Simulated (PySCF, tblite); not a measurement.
# C5H14Al2O2: geometry, infrared bands and NMR shifts

Wanted: the infrared bands and NMR shifts of C5H14Al2O2 (`C=[C](C)[AlH-]1[O+](C)[AlH2-][O+]1C`), by calculation.

Computed with tblite 0.8.0 and PySCF 2.14.0, with density-fitted response routines of our own, on a single molecule in the gas phase. Atoms count from 0, in the outputs and in this text.

### Step 1. The molecule as given

23 atoms, charge 0, multiplicity 1; geometry from: force field or distance geometry start.

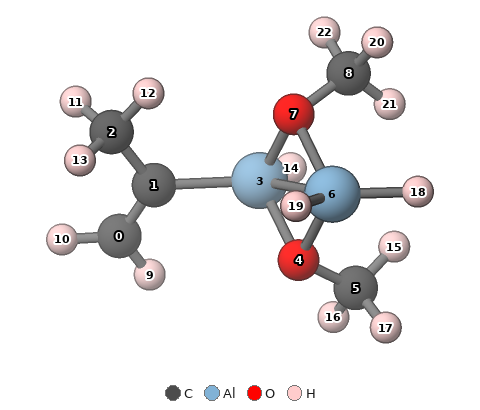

As it starts; carbon dark grey, aluminium light blue, oxygen red, hydrogen pink, atoms numbered.

### Step 2. Relaxing the molecule with GFN2-xTB

Job settings and geometry (Å):

```
{"job": {"kind": "relax", "xc": "GFN2-xTB", "basis": "xTB"}, "charge": 0, "multiplicity": 1}
C      2.577400    -1.616600     0.343200
C      1.998300    -0.404000     0.208500
C      2.853300     0.790700    -0.093500
Al     0.040200    -0.216200     0.434900
O     -0.852900    -1.098600    -0.918500
C     -1.939400    -1.841800    -0.406500
Al    -1.411100     0.611700    -1.398600
O     -0.519700     1.484900    -0.013300
C     -1.448800     1.955700     0.936400
H      1.966000    -2.492500     0.573200
H      3.637800    -1.740100     0.220900
H      3.598600     0.939100     0.702600
H      2.216800     1.712200    -0.154300
H      3.364400     0.646600    -1.071700
H     -0.466400    -0.663700     1.895100
H     -2.570100    -1.297100     0.352700
H     -1.545300    -2.760400     0.083000
H     -2.590800    -2.176600    -1.238900
H     -3.000000     0.774200    -1.280100
H     -0.805700     1.034100    -2.805600
H     -1.955700     2.875300     0.541500
H     -2.248300     1.232200     1.233200
H     -0.903700     2.277900     1.865900
```

Command:

```sh
> OMP_NUM_THREADS=1 python probes_run.py task.json out
```

The driver reads the jobs from task.json and runs them one after another.

The log of the run:

```text
step      E/eV     max force
  0    -767.18637    2.825
  1    -767.50612    1.577
  2    -767.69535    0.977
  3    -767.76026    0.784
  4    -767.82028    0.534
  5    -767.87059    0.459
  6    -767.90065    0.471
  7    -767.93214    0.459
  8    -767.96564    0.481
  9    -767.99487    0.318
 10    -768.01485    0.270
 11    -768.03044    0.270
 12    -768.04653    0.331
 13    -768.06832    0.393
 14    -768.10165    0.528
 15    -768.14786    0.519
 16    -768.19600    0.533
 17    -768.23529    0.495
 18    -768.26744    0.402
 19    -768.29116    0.311
 20    -768.31317    0.379
 21    -768.33710    0.421
 22    -768.35893    0.388
 23    -768.37638    0.322
 24    -768.39042    0.301
 25    -768.40685    0.472
 26    -768.42927    0.456
 27    -768.45746    0.398
 28    -768.47646    0.213
 29    -768.48750    0.232
 30    -768.50163    0.328
 31    -768.51565    0.262
 32    -768.52780    0.313
 33    -768.53728    0.229
 34    -768.54896    0.291
 35    -768.57070    0.366
 36    -768.58791    0.382
 37    -768.61310    0.376
 38    -768.63300    0.331
 39    -768.65335    0.390
 40    -768.67200    0.312
 41    -768.68740    0.231
 42    -768.69695    0.230
 43    -768.70248    0.237
 44    -768.70959    0.200
 45    -768.71663    0.197
 46    -768.72853    0.255
 47    -768.73752    0.243
 48    -768.74752    0.184
 49    -768.75500    0.172
 50    -768.76250    0.175
 51    -768.76848    0.149
 52    -768.77440    0.150
 53    -768.78073    0.159
 54    -768.78775    0.219
 55    -768.79509    0.284
 56    -768.80215    0.269
 57    -768.80854    0.177
 58    -768.81461    0.150
 59    -768.82105    0.192
 60    -768.82915    0.230
 61    -768.83939    0.226
 62    -768.84965    0.208
 63    -768.85660    0.150
 64    -768.85834    0.237
 65    -768.86228    0.130
 66    -768.86410    0.119
 67    -768.86831    0.112
 68    -768.87112    0.128
 69    -768.87505    0.149
 70    -768.87903    0.159
 71    -768.88339    0.114
 72    -768.88725    0.159
 73    -768.89162    0.212
 74    -768.89617    0.203
 75    -768.90038    0.131
 76    -768.90347    0.103
 77    -768.90580    0.097
 78    -768.90817    0.102
 79    -768.91089    0.100
 80    -768.91351    0.111
 81    -768.91543    0.114
 82    -768.91682    0.098
 83    -768.91808    0.077
 84    -768.91959    0.102
 85    -768.92109    0.101
 86    -768.92319    0.096
 87    -768.92496    0.068
 88    -768.92643    0.066
 89    -768.92776    0.079
 90    -768.92937    0.097
 91    -768.93126    0.086
 92    -768.93320    0.091
 93    -768.93483    0.092
 94    -768.93625    0.093
 95    -768.93782    0.094
 96    -768.93995    0.107
 97    -768.94279    0.121
 98    -768.94600    0.127
 99    -768.94918    0.152
100    -768.95333    0.196
101    -768.95635    0.168
102    -768.95963    0.121
103    -768.96142    0.080
104    -768.96304    0.087
105    -768.96390    0.089
106    -768.96526    0.101
107    -768.96702    0.111
108    -768.96831    0.110
109    -768.97024    0.108
110    -768.97174    0.128
111    -768.97400    0.157
112    -768.97589    0.083
113    -768.97819    0.092
114    -768.97895    0.081
115    -768.98033    0.070
116    -768.98155    0.057
117    -768.98258    0.080
118    -768.98386    0.109
119    -768.98489    0.112
120    -768.98628    0.082
121    -768.98728    0.064
122    -768.98814    0.067
123    -768.98881    0.094
124    -768.98977    0.086
125    -768.99101    0.088
126    -768.99222    0.069
127    -768.99303    0.076
128    -768.99369    0.050
129    -768.99427    0.062
130    -768.99484    0.054
131    -768.99523    0.047
132    -768.99553    0.037
133    -768.99576    0.035
134    -768.99610    0.039
135    -768.99651    0.045
136    -768.99700    0.052
137    -768.99759    0.047
138    -768.99831    0.050
139    -768.99904    0.052
140    -768.99961    0.049
141    -768.99998    0.045
142    -769.00028    0.034
143    -769.00061    0.035
144    -769.00098    0.060
145    -769.00124    0.073
146    -769.00179    0.056
147    -769.00258    0.068
148    -769.00331    0.079
149    -769.00449    0.090
150    -769.00549    0.086
151    -769.00655    0.086
152    -769.00742    0.095
153    -769.00850    0.095
154    -769.00949    0.080
155    -769.01043    0.060
156    -769.01086    0.041
157    -769.01124    0.050
158    -769.01159    0.058
159    -769.01198    0.052
160    -769.01231    0.048
161    -769.01262    0.054
162    -769.01293    0.035
163    -769.01322    0.043
164    -769.01346    0.030
165    -769.01360    0.018
166    -769.01372    0.020
167    -769.01382    0.019
168    -769.01390    0.017
169    -769.01397    0.017
170    -769.01404    0.036
171    -769.01414    0.026
172    -769.01431    0.033
173    -769.01447    0.033
174    -769.01465    0.026
175    -769.01483    0.029
176    -769.01500    0.028
177    -769.01516    0.027
178    -769.01533    0.026
179    -769.01552    0.032
180    -769.01576    0.042
181    -769.01606    0.047
182    -769.01648    0.045
183    -769.01699    0.049
184    -769.01754    0.043
185    -769.01802    0.085
186    -769.01846    0.047
187    -769.01887    0.058
188    -769.01933    0.056
189    -769.01973    0.026
190    -769.01996    0.033
191    -769.02019    0.027
192    -769.02032    0.043
193    -769.02041    0.043
194    -769.02050    0.022
195    -769.02058    0.013
196    -769.02065    0.017
197    -769.02071    0.018
198    -769.02075    0.012
199    -769.02079    0.011
200    -769.02082    0.012
201    -769.02086    0.013
202    -769.02089    0.012
203    -769.02093    0.017
204    -769.02098    0.021
205    -769.02105    0.022
206    -769.02112    0.020
207    -769.02121    0.018
208    -769.02130    0.022
209    -769.02140    0.029
210    -769.02150    0.020
211    -769.02158    0.024
212    -769.02165    0.018
213    -769.02170    0.018
214    -769.02176    0.015
215    -769.02181    0.015
216    -769.02186    0.014
217    -769.02190    0.016
218    -769.02194    0.013
219    -769.02199    0.013
220    -769.02204    0.018
221    -769.02209    0.024
222    -769.02216    0.027
223    -769.02225    0.023
224    -769.02236    0.020
225    -769.02246    0.017
226    -769.02254    0.016
227    -769.02259    0.016
228    -769.02263    0.013
229    -769.02266    0.009
```

It took 4.6 s on 1 thread of Arm Neoverse N1, shared host.

Along the way: (not every step is listed)

```
step  energy from step 0 (eV)  largest force (eV/Å)
   0                   0.0000                2.8249
   1                  -0.3197                1.5771
   2                  -0.5090                0.9772
   3                  -0.5739                0.7836
   4                  -0.6339                0.5338
   5                  -0.6842                0.4593
   6                  -0.7143                0.4711
   7                  -0.7458                0.4591
   8                  -0.7793                0.4813
  29                  -1.3011                0.2322
  50                  -1.5761                0.1748
  71                  -1.6970                0.1136
  92                  -1.7468                0.0913
 113                  -1.7918                0.0917
 134                  -1.8097                0.0390
 155                  -1.8241                0.0604
 176                  -1.8286                0.0282
 197                  -1.8343                0.0177
 218                  -1.8356                0.0125
 224                  -1.8360                0.0199
 225                  -1.8361                0.0171
 226                  -1.8362                0.0163
 227                  -1.8362                0.0163
 228                  -1.8363                0.0135
 229                  -1.8363                0.0090
```

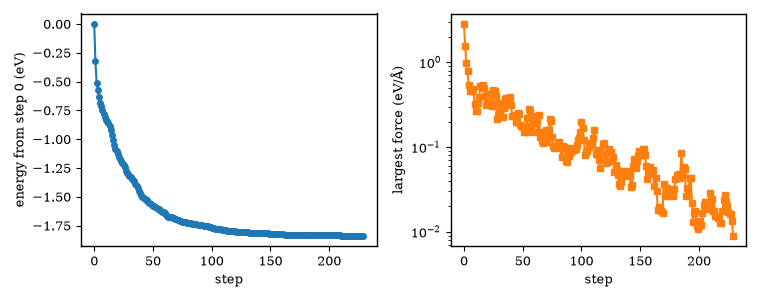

Energy and largest force along the relaxation.

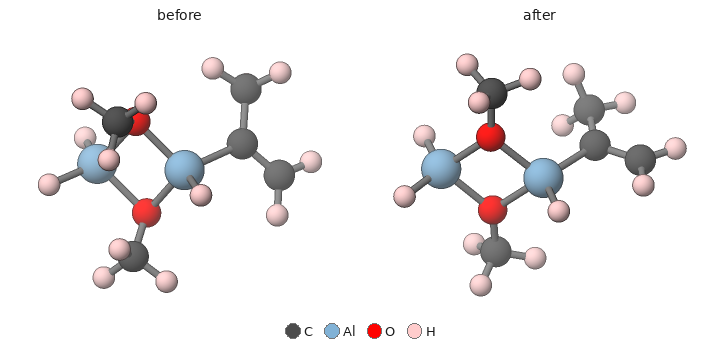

Before and after, at one scale.

Close pairs (by a distance rule), those that changed most:

| bond | before (Å) | after (Å) | change (Å) |
| --- | --- | --- | --- |
| Al3–Al6 | 2.481 | 2.764 | +0.283 |
| Al3–H14 | 1.609 | 1.540 | -0.069 |
| Al6–H18 | 1.602 | 1.543 | -0.059 |
| Al6–H19 | 1.589 | 1.547 | -0.042 |
| Al6–O7 | 1.864 | 1.828 | -0.037 |
| C5–H15 | 1.127 | 1.091 | -0.037 |
| O4–Al6 | 1.862 | 1.827 | -0.035 |
| C8–H22 | 1.125 | 1.092 | -0.032 |

The final coordinates are the input of the step that follows.

### Step 3. Infrared spectrum with GFN2-xTB

Job settings and geometry (Å):

```
{"job": {"kind": "ir", "xc": "GFN2-xTB", "basis": "xTB"}, "charge": 0, "multiplicity": 1}
C      2.347181    -1.116513     1.303635
C      1.717854    -0.402763     0.371528
C      2.475089     0.230963    -0.764024
Al    -0.228006    -0.407433     0.774858
O     -1.311349    -0.878528    -0.650263
C     -1.375612    -2.105922    -1.354268
Al    -2.138200     0.736331    -0.862862
O     -1.085730     1.217777     0.551913
C     -0.880913     2.433662     1.249341
H      1.776935    -1.557078     2.112518
H      3.414815    -1.294977     1.326111
H      2.425080     1.317145    -0.676861
H      2.011720    -0.036200    -1.714316
H      3.522370    -0.073568    -0.775315
H     -0.769529    -1.084344     2.048159
H     -2.282339    -2.648814    -1.084159
H     -0.505483    -2.715590    -1.100393
H     -1.384935    -1.917057    -2.429092
H     -3.624404     0.660610    -0.455314
H     -1.631796     1.416278    -2.156767
H     -0.902753     3.270326     0.549149
H     -1.663750     2.577545     1.995227
H      0.089003     2.405135     1.751274
```

The log of the run:

```text
mode    cm-1     km/mol
  1     -11.8      0.04
  2      17.4      0.37
  3      29.9      0.36
  4      40.6      0.15
  5      45.2      0.83
  6      75.0      1.97
  7      81.8      0.71
  8     113.6      5.82
  9     152.4      0.51
 10     161.7      0.08
 11     204.6      0.10
 12     220.1      1.51
 13     271.8      3.26
 14     288.8      6.39
 15     334.1     10.37
 16     341.8      0.69
 17     377.1      1.77
 18     395.8      0.04
 19     443.1     18.92
 20     453.0     62.47
 21     505.8    187.39
 22     543.1     39.89
 23     563.6      2.46
 24     653.0    606.97
 25     657.4    449.71
 26     688.7     54.39
 27     793.4    389.22
 28     896.0     32.25
 29     948.1      5.62
 30     999.3      9.92
 31    1031.0      0.78
 32    1066.8    293.37
 33    1091.0      0.06
 34    1137.7      0.09
 35    1140.3      2.31
 36    1141.2      2.04
 37    1141.8      0.03
 38    1203.7      6.98
 39    1387.8      1.17
 40    1410.2      3.84
 41    1412.7      0.55
 42    1413.2      0.54
 43    1469.4      3.83
 44    1474.8      2.30
 45    1475.3      6.81
 46    1480.5     11.69
 47    1481.9      0.61
 48    1482.3      2.46
 49    1646.3      4.88
 50    1770.8    242.65
 51    1791.4    109.80
 52    1799.8    500.19
 53    2967.6     21.22
 54    2969.0     13.39
 55    2980.7      8.93
 56    2981.8     20.26
 57    2982.4     30.62
 58    2988.9     59.86
 59    2989.1      4.69
 60    2989.8     23.00
 61    2997.3     18.61
 62    3014.7     54.70
 63    3031.1    102.07
```

Run time: 2.3 s. Hardware: 1 thread of Arm Neoverse N1, shared host.

The strongest bands and the atoms that carry them (share of the mass-weighted mode):

| cm⁻¹ | km/mol | atoms |
| --- | --- | --- |
| 506 | 187.4 | O7 28 %, O4 27 %, Al6 24 % |
| 653 | 607.0 | H19 32 %, H18 31 %, Al6 12 % |
| 657 | 449.7 | H14 64 %, Al3 24 % |
| 793 | 389.2 | H19 47 %, H18 45 % |
| 1067 | 293.4 | O7 26 %, O4 25 %, C8 23 %, C5 22 % |
| 1771 | 242.7 | H19 95 % |
| 1791 | 109.8 | H18 76 %, H14 19 % |
| 1800 | 500.2 | H14 76 %, H18 20 % |

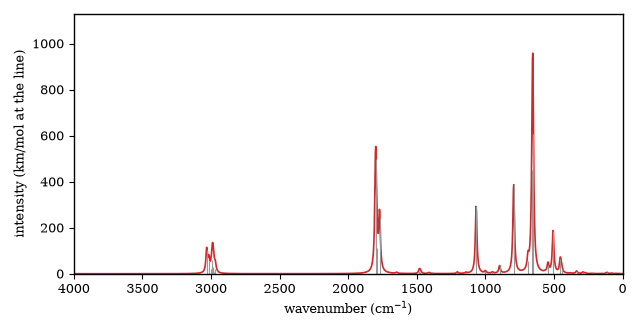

The infrared spectrum from these modes, unscaled. Lines are broadened to a width of 14 cm⁻¹ (Lorentzian).

### Step 4. NMR shieldings: PBE0/pcSseg-1

Settings changed since step 3:

```diff
@@ -1,2 +1,2 @@
-{"job": {"kind": "ir", "xc": "GFN2-xTB", "basis": "xTB"}, "charge": 0, "multiplicity": 1}
+{"job": {"kind": "nmr", "xc": "PBE0", "basis": "pcSseg-1"}, "charge": 0, "multiplicity": 1}
 C      2.347181    -1.116513     1.303635
```

Level: GIAO PBE0/pcSseg-1 NMR shielding, non-relativistic, gas phase.

The log of the run:

```text
coarse grid: 19536 points
cycle   1  E = -833.4665363495  dE =  7.773e-01  |g| = 8.754e-01  |ddm| = 4.154e+00
cycle   2  E = -833.3110296788  dE =  1.555e-01  |g| = 1.273e+00  |ddm| = 1.636e+00
cycle   3  E = -833.6105433286  dE = -2.995e-01  |g| = 1.128e-01  |ddm| = 1.136e+00
cycle   4  E = -833.6127362959  dE = -2.193e-03  |g| = 4.760e-02  |ddm| = 1.271e-01
cycle   5  E = -833.6133024517  dE = -5.662e-04  |g| = 1.117e-02  |ddm| = 4.785e-02
cycle   6  E = -833.6133248543  dE = -2.240e-05  |g| = 5.845e-03  |ddm| = 1.287e-02
cycle   7  E = -833.6133337259  dE = -8.872e-06  |g| = 5.162e-04  |ddm| = 5.314e-03
final grid: 177448 points
cycle   8  E = -833.6842808069  dE = -3.113e-05  |g| = 1.277e-02  |ddm| = 2.543e-02
cycle   9  E = -833.6842539328  dE =  2.687e-05  |g| = 1.761e-02  |ddm| = 1.881e-02
cycle  10  E = -833.6843130679  dE = -5.914e-05  |g| = 1.711e-03  |ddm| = 1.183e-02
cycle  11  E = -833.6843136996  dE = -6.318e-07  |g| = 2.023e-04  |ddm| = 1.560e-03
cycle  12  E = -833.6843137077  dE = -8.120e-09  |g| = 8.735e-05  |ddm| = 3.143e-04
cycle  13  E = -833.6843137093  dE = -1.522e-09  |g| = 4.505e-05  |ddm| = 1.236e-04
cycle  14  E = -833.6843137098  dE = -5.043e-10  |g| = 4.875e-06  |ddm| = 3.712e-05
converged SCF energy = -833.6843137098

GIAO shielding tensors (ppm)
atom      isotropic    diamagn.    paramagn.     s11        s22        s33       span
  0 C       45.237     254.641    -209.404    -79.047     67.680    147.078    226.125
  1 C       21.331     261.482    -240.151    -94.976    -23.624    182.594    277.569
  2 C      158.865     247.830     -88.965    144.770    147.529    184.297     39.527
  3 Al     436.398     800.324    -363.926    394.611    397.184    517.399    122.788
  4 O      328.946     406.753     -77.807    304.422    312.893    369.522     65.100
  5 C      134.967     239.709    -104.743    103.484    114.517    186.899     83.415
  6 Al     422.367     798.131    -375.764    366.018    399.399    501.683    135.665
  7 O      328.514     406.894     -78.380    303.393    312.876    369.274     65.881
  8 C      134.880     239.713    -104.832    103.329    114.478    186.834     83.505
  9 H       25.798      32.816      -7.018     22.409     24.167     30.818      8.408
 10 H       25.264      30.765      -5.501     21.692     25.392     28.708      7.016
 11 H       29.522      31.246      -1.724     25.581     28.785     34.200      8.619
 12 H       29.458      32.040      -2.582     25.081     29.621     33.673      8.593
 13 H       29.721      29.688       0.033     26.329     28.040     34.794      8.465
 14 H       27.729      33.229      -5.500     24.565     25.470     33.153      8.588
 15 H       27.849      27.612       0.237     23.340     25.257     34.949     11.609
 16 H       27.887      29.643      -1.757     23.187     26.656     33.817     10.630
 17 H       27.853      28.573      -0.719     23.694     25.317     34.548     10.854
 18 H       27.543      31.141      -3.598     24.491     24.833     33.305      8.813
 19 H       27.503      32.198      -4.695     24.649     25.232     32.630      7.981
 20 H       27.820      28.521      -0.701     23.680     25.281     34.499     10.819
 21 H       27.821      27.630       0.191     23.322     25.241     34.899     11.577
 22 H       27.857      29.690      -1.833     23.180     26.579     33.811     10.631
```

Wall time 2.2 min (1 thread of Arm Neoverse N1, shared host); peak memory 1.1 GiB.

Shifts follow as δ = σ(reference) − σ, with reference shieldings (ppm) from runs at the same level and on the same kind of geometry: 1H TMS 31.72, 13C TMS 186.9, 17O H2O 336.1, 27Al AlH4- 490.0. The references are single molecules in the gas phase, so shifts against H2O, NH3, PH3, H3PO4 or CFCl3 are not on the usual liquid scales and can be off by tens of ppm. Shifts against hydride references such as AlH4− lie on their own scale. Atoms listed in one row are averaged.

| atoms | environment | σ (ppm) | δ (ppm) |
| --- | --- | --- | --- |
| C1 | fully substituted alkene carbon | 21.3 | 165.6 |
| C0 | terminal =CH2 carbon | 45.2 | 141.7 |
| C5, C8 | methyl carbon bonded to O | 134.9 | 52.0 |
| C2 | allylic methyl carbon | 158.9 | 28.1 |
| H10 | hydrogen on a terminal =CH2 carbon | 25.26 | 6.45 |
| H9 | hydrogen on a terminal =CH2 carbon | 25.80 | 5.92 |
| H19 |  | 27.50 | 4.21 |
| H18 |  | 27.54 | 4.17 |
| H14 |  | 27.73 | 3.99 |
| H15, H16, H17, H20, H21, H22 | hydrogen on a methyl carbon bonded to O | 27.85 | 3.87 |
| H11, H12, H13 | hydrogen on an allylic methyl carbon | 29.57 | 2.15 |
| Al6 |  | 422.4 | 67.6 |
| Al3 |  | 436.4 | 53.6 |
| O4, O7 | donor oxygen of a Lewis adduct | 328.7 | 7.3 |

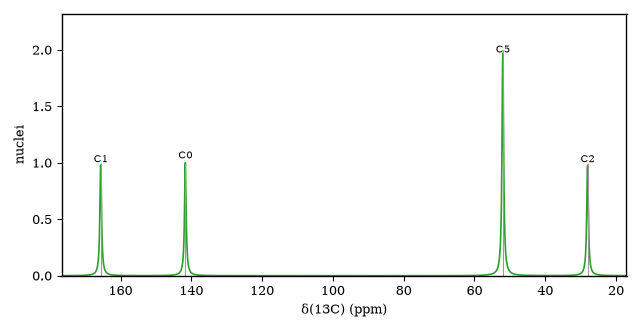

13C lines at the computed shifts, without couplings. Lines are broadened to a width of 0.55 ppm (Lorentzian).

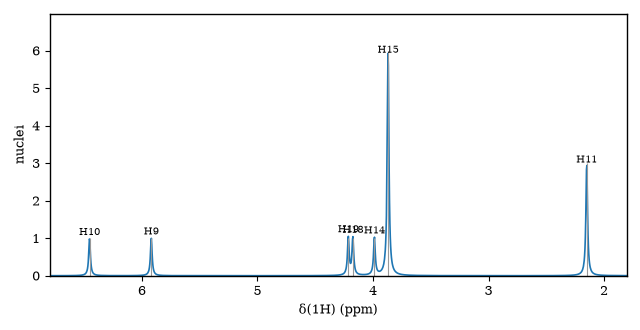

1H lines at the computed shifts, without couplings. Lines are broadened to a width of 0.02 ppm (Lorentzian).

Charges from the same density, by scheme (e):

| atoms | Mulliken | IAO | Hirshfeld | ESP fit |
| --- | --- | --- | --- | --- |
| C0 | -0.14 | -0.31 | -0.12 | -0.52 |
| C1 | -0.65 | -0.30 | -0.14 | 0.09 |
| C2 | -0.17 | -0.41 | -0.12 | -0.49 |
| Al3 | 1.18 | 0.94 | 0.44 | 0.62 |
| O4, O7 | -0.86 | -0.64 | -0.21 | -0.35 |
| C5, C8 | 0.02 | -0.19 | -0.01 | -0.13 |
| Al6 | 0.96 | 0.86 | 0.42 | 0.81 |

IAO charges:

C0 -0.31; C1 -0.30; C2 -0.41; Al3 0.94; O4 -0.64; C5 -0.19; Al6 0.86; O7 -0.63; C8 -0.19; H9 0.14; H10 0.13; H11 0.15; H12 0.14; H13 0.13; H14 -0.24; H15 0.15; H16 0.15; H17 0.15; H18 -0.24; H19 -0.24; H20 0.15; H21 0.15; H22 0.15

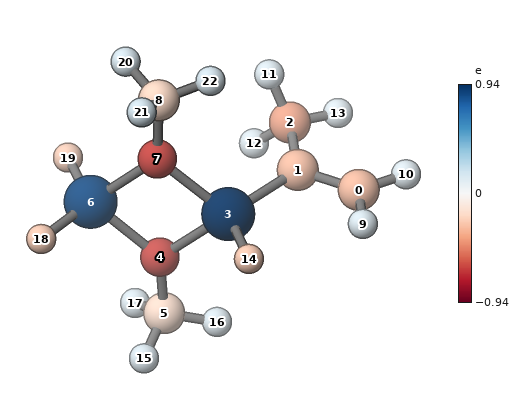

IAO charges, as colours on the atoms.

Mayer bond orders: C0–C1 1.92, C1–C2 1.05, C1–Al3 0.74, Al3–O4 0.42, O4–C5 0.85, O4–Al6 0.46, Al6–O7 0.46, O7–C8 0.85, O7–Al3 0.42.

Ring of atoms Al3, O4, Al6, O7: NICS(0) -7.8, NICS(1) -2.0, NICS(1)zz -1.5 ppm (means of both faces).

The fields below are evaluated on a grid from the run's orbitals.

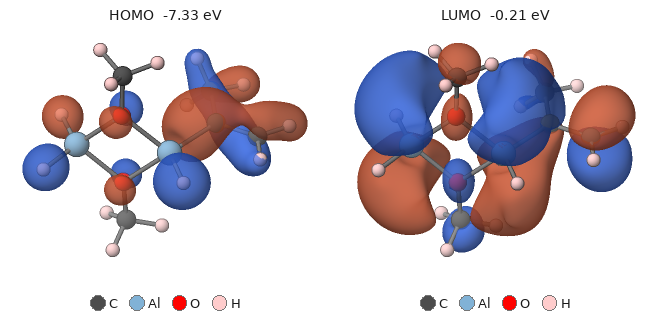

PBE0/pcSseg-1 orbitals near the gap, drawn at the value that encloses 70 % of each; the two colours are the two signs.

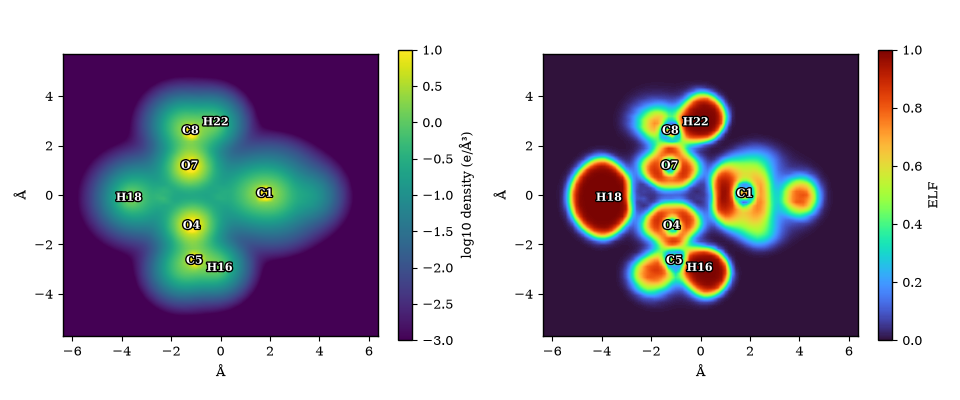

Density (left) and ELF (right) in a plane through or near 8 of the atoms.

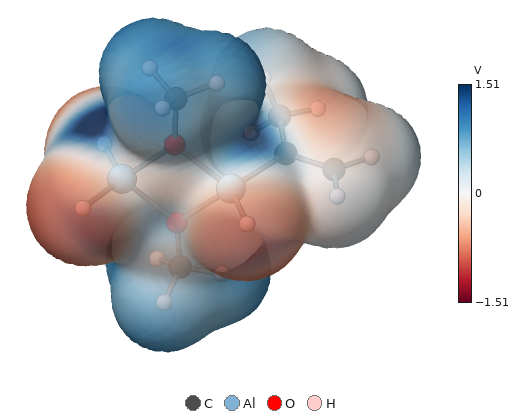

Electrostatic potential on the surface of density 0.002 e/bohr³; red is low, blue high. It runs from -0.87 to 1.51 V.

### Step 5. What came out

| quantity | value |
| --- | --- |
| strongest single infrared mode (GFN2-xTB) | 653 cm⁻¹, 607 km/mol |
| zero-point energy (GFN2-xTB) | 106.7 kcal/mol |
| 13C shifts against TMS (PBE0/pcSseg-1, means over atoms taken as alike) | 165.6, 141.7, 52.0, 28.1 ppm |
| 1H shifts against TMS (PBE0/pcSseg-1, means over atoms taken as alike) | 6.45, 5.92, 4.21, 4.17, 3.99, 3.87, 2.15 ppm |
| 27Al shifts against AlH4- (PBE0/pcSseg-1) | 67.6, 53.6 ppm |
| 17O shifts against H2O (PBE0/pcSseg-1, means over atoms taken as alike) | 7.3 ppm |
| surface potential, least and greatest | -0.87 V and 1.51 V |

**Reading.** Over 229 steps the energy fell by 1.836 eV; of the close pairs, Al3–Al6 changed most, 2.481 to 2.764 Å. The lowest mode is slightly imaginary (12i cm⁻¹), a soft motion within the noise of the Hessian, so the minimum is not strictly shown. The strongest single mode, at 653 cm⁻¹, is carried by H19, H18, Al6. Unscaled tight-binding wavenumbers are off by several per cent, some by more. Its intensities can rank the bands wrongly. At PBE0/pcSseg-1: The widest tensor belongs to C1: span 278 ppm, with a paramagnetic part of -240 ppm.
